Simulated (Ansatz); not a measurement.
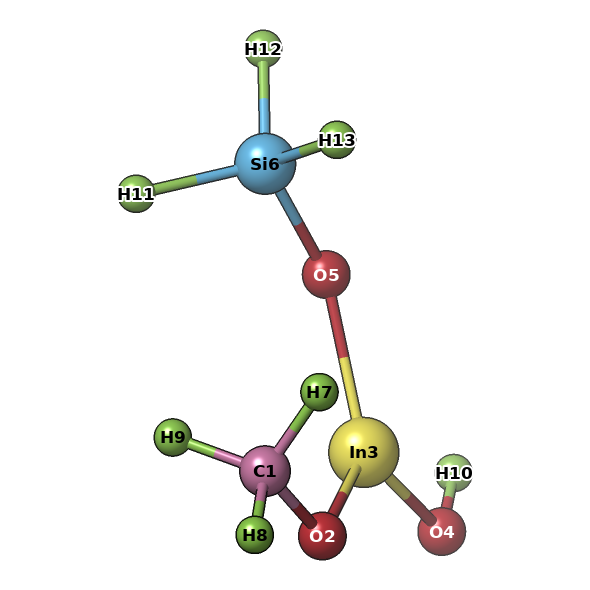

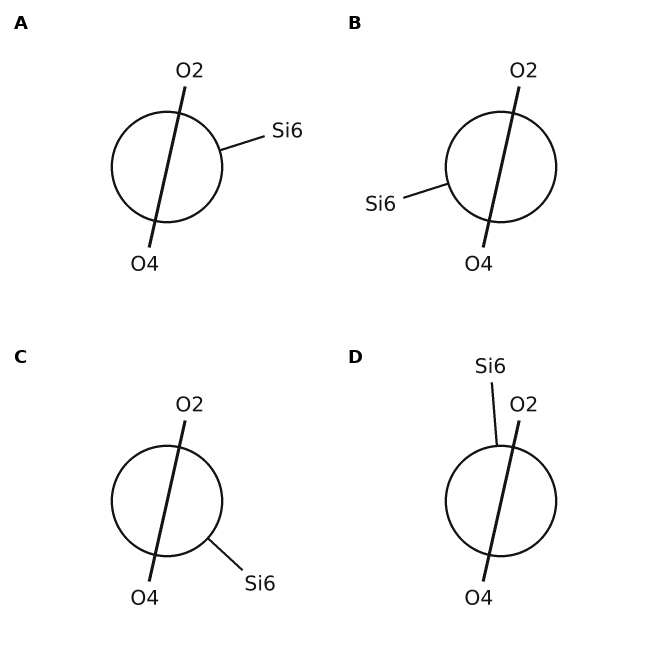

Depth is shown by fading: the farther an atom, the more it takes the colour of the background. Bonds that would overlap in a projection are set slightly apart. The computed structure is the end point of a PBE0-D4/def2-TZVP optimisation. No frequency run is at hand to confirm it as a minimum.

> Which Newman projection shows the view along In3–O5, with In3 in front?

D. The torsion angle O2–In3–O5–Si6 is 0°, synperiplanar (eclipsed).
